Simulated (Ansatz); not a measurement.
## Electronic structure of O₃Sr₂ (charge −1, doublet) in real space

```xyz
5

Sr    0.6260   -1.4832   -0.3875
Sr   -0.2288    1.3891    0.8717
O    -1.3060   -0.1510   -0.5422
O    -0.2136    0.5107   -1.3099
O     1.1224   -0.2656    1.3679
```

Geometry: PBE0-D4/def2-SVPD; core potentials replace the inner electrons of Sr; the highest occupied orbital lies above zero, a sign that basis and functional describe the outermost electron poorly.

Computed with UKS PBE0-D4/def2-TZVPD in Ansatz.

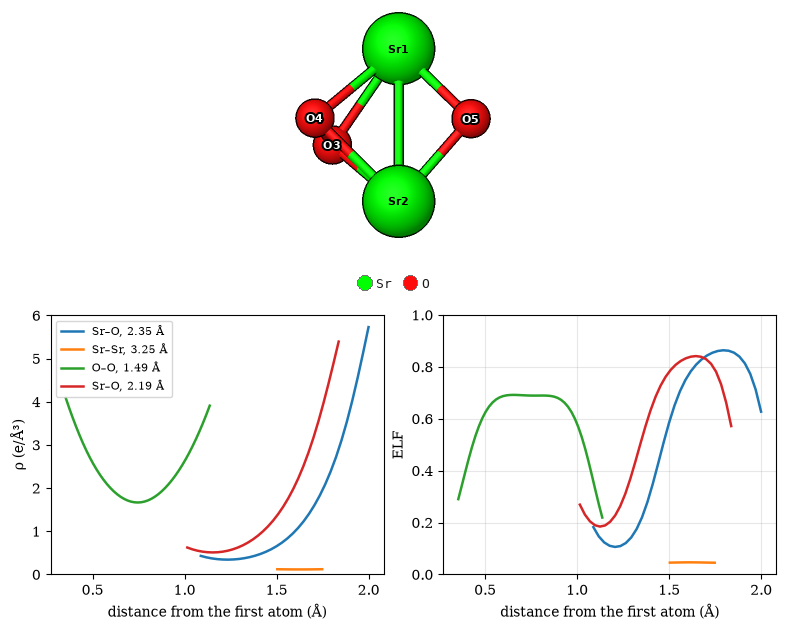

Figure 1. Electron density and electron localisation function along straight lines between neighbouring atoms. The curves leave out the atomic cores. The structure is drawn too.

Question: What can be read from the curves?

Answer: Sr–O (2.35 Å): ρ at the midpoint is about 0.36 e/Å³; the ELF is about 0.10 at the midpoint: an ionic contact with no shared pair.
Sr–Sr (3.25 Å): ρ is about 0.12 e/Å³ halfway; the ELF is about 0.05 at the midpoint.
O–O (1.49 Å): the density is about 1.7 e/Å³ at the midpoint; the ELF peaks at about 0.70 between the atoms.
Sr–O (2.19 Å): ρ at the midpoint is about 0.53 e/Å³; the ELF is about 0.20 at the midpoint; a largely ionic contact.

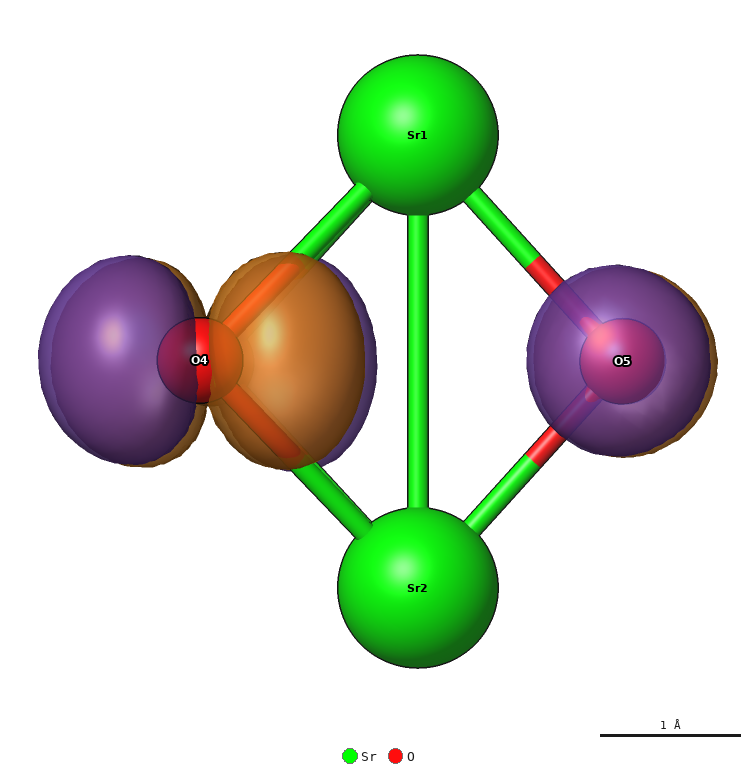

Figure 2. The HOMO (β) at ±0.15 Å⁻³ᐟ² (orange and purple are the two phases), seen across its widest extent.

Question: Describe this orbital and give its energy.

Answer: It lies mainly on O3 (about 35 %), O4 (about 35 %) and O5 (about 20 %); π-antibonding (π*) across O3–O4. Its energy is −1.27 eV.
